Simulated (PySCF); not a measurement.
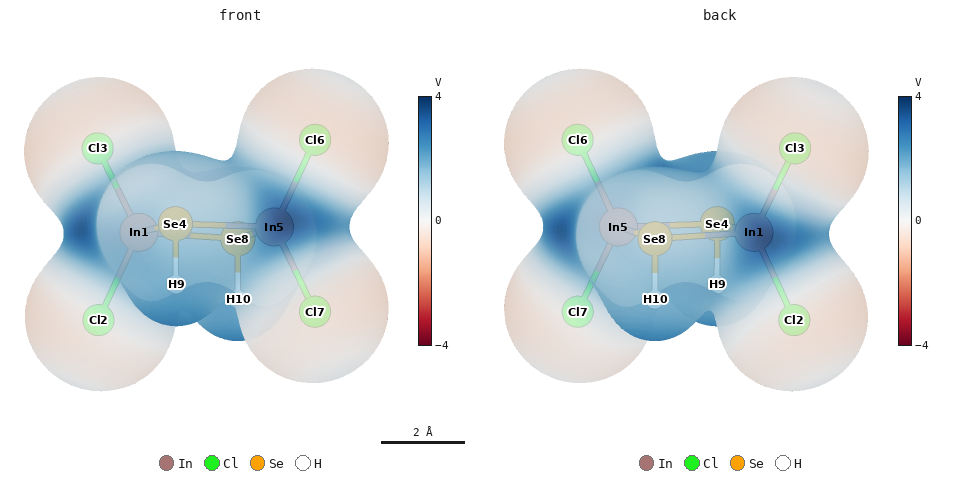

The picture shows: Cl4H2In2Se2. The electrostatic potential painted on the density surface at 0.004 e/bohr³, seen from the front and from behind; the colour scale runs from red (negative) to blue (positive).

Geometry: PBE0-D3(BJ)/def2-SVP; core potentials replace the inner electrons of In.

Computed with PBE0/def2-SVPD, SCF density, gas phase, scalar-relativistic core potentials on the heavy atoms (PySCF 2.14.0).

Input

```
{"job": {"kind": "uv", "xc": "PBE0", "basis": "def2-SVPD", "ip": true, "nstates": 10}, "charge": 0, "multiplicity": 1}
In     1.697809    -0.440653     0.434721
Cl     2.987584    -0.096004    -1.486608
Cl     2.476044    -1.163630     2.512233
Se     0.324982     1.826906     0.818906
In    -1.751321     0.263426     0.166485
Cl    -3.049192    -0.074682     2.073759
Cl    -2.512522     0.985646    -1.926196
Se    -0.368339    -1.984075    -0.291068
H      0.502591     2.209895    -0.593978
H     -0.182986    -1.603590    -1.703846
```

Run with:

```sh
OMP_NUM_THREADS=1 python probes_run.py task.json out
```

Q: Describe the electrostatic potential map.

A: The most negative region (about −0.5 V) lies over Cl2, Cl3, Cl6 and Cl7, the most positive (about +3.5 V) over In1 and In5. Cl2 shows a σ-hole: about +0.2 V at the tip opposite its bond, against about −0.3 V on its flanks. Cl7 shows a σ-hole: about +0.2 V at the tip opposite its bond, against about −0.3 V on its flanks.

Q: How polar is the molecule by this calculation?

A: Its dipole moment is 1.04 D.
